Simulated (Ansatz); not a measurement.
# Cl₃HInO (doublet): what the fields show

```xyz
6

In   -0.1598   -0.2162    0.5371
Cl    0.7826   -1.5973    2.3905
O     1.1286    0.1739   -0.9066
H     2.0253    0.2717   -0.5254
Cl   -2.4032   -0.6039    0.1952
Cl    0.2601    1.0200    2.6643
```

Core potentials replace the inner electrons of In.

These are results of Ansatz 0.2.0, UKS LDA/def2-SVP, not measurements.

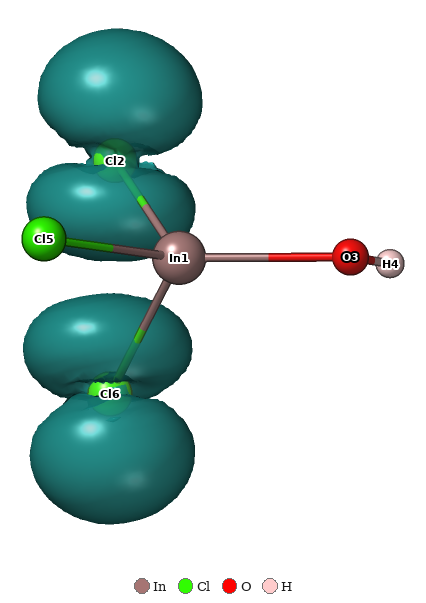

Figure 1. Isosurfaces of the spin density at +0.02 (teal) and −0.02 e/Å³ (pink), seen from one side.

**Which atoms carry the spin?**

The unpaired spin (1 electron) lies mostly on Cl2 (about 0.5) and Cl6 (about 0.5), in electrons by Hirshfeld's partition.

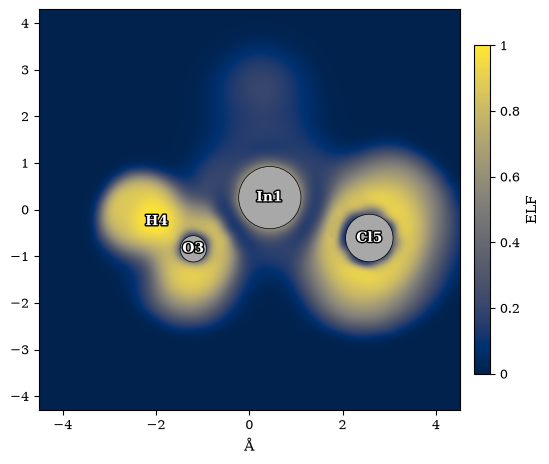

Figure 2. ELF on the plane of atoms O3, In1 and Cl5. Grey discs cover the atomic cores.

**Describe what can be read from this map.**

- The plane passes through In, O, H and Cl nuclei.
- In–O (1.97 Å): the ELF peaks at about 0.80 in the valence shell of O, 0.6 Å from its nucleus, and drops to about 0.15 between the two atoms.
- In–Cl (2.30 Å): the ELF peaks at about 0.80 in the valence shell of Cl, 0.9 Å from its nucleus, and drops to about 0.15 between the two atoms.
- O–H (0.98 Å): the ELF climbs to about 1 towards the hydrogen, as it does in any bond to H; an ordinary covalent bond to hydrogen.
- The ELF also peaks beside Cl5 and O3, away from the bonds: non-bonding electrons, paired or unpaired.

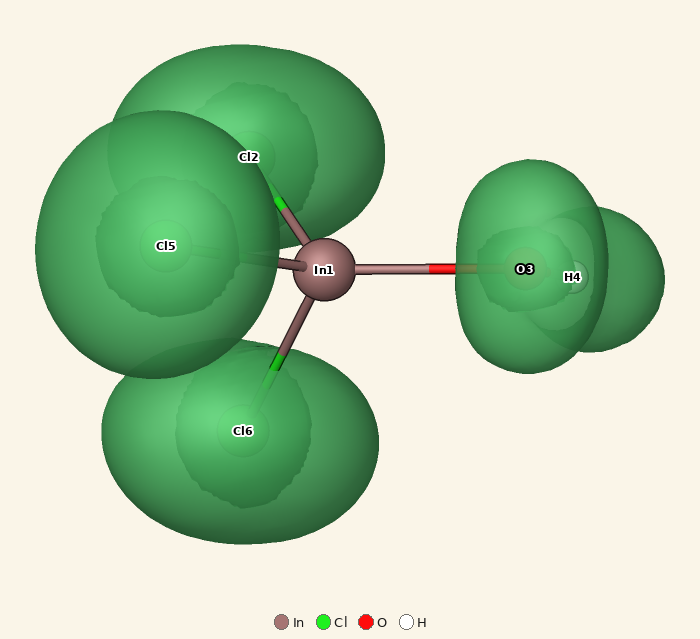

Figure 3. Isosurface of the electron localisation function at 0.75 (green), seen from one side. Core shells and regions of very low density are left out.

**What do the ELF domains correspond to?**

The surface consists of three regions wrapped around Cl (the valence shell of each) and one joined region spread over several atoms (H, O), in which their bonds and any lone pairs are merged.
